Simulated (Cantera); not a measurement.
Charge: 1 mol SiH₄, 0.042 mol Cl₂, 6.8 mol H₂, held at 180 Torr.

Method: chemical equilibrium by Gibbs-energy minimisation in Cantera with the NASA 1993 tables (ideal gas, pure condensed phases). Candidate condensed phases: Si; 19 gas species. The tables' values for SiCl₃ are old estimates; treat these amounts as uncertain. Gases not in the tables: Si₂H₆ and higher silanes. Rates play no part.

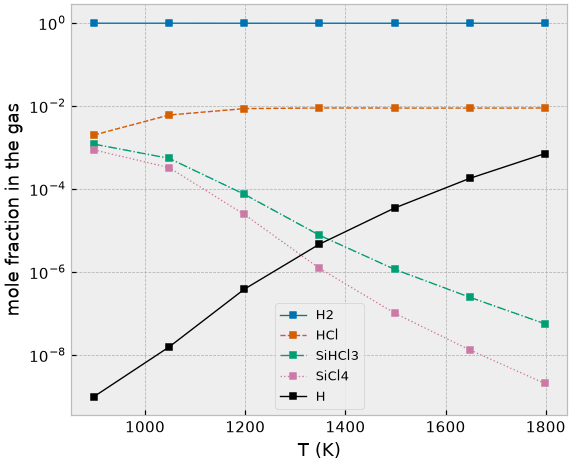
Equilibrium gas composition (values under 1e-9 drawn at 1e-9)

From 898 K to 1648 K the condensed part is Si(s). At 1798 K the condensed part is Si(l). The main Si-bearing gas is SiHCl₃ at 898 K and SiCl₂ at 1798 K.
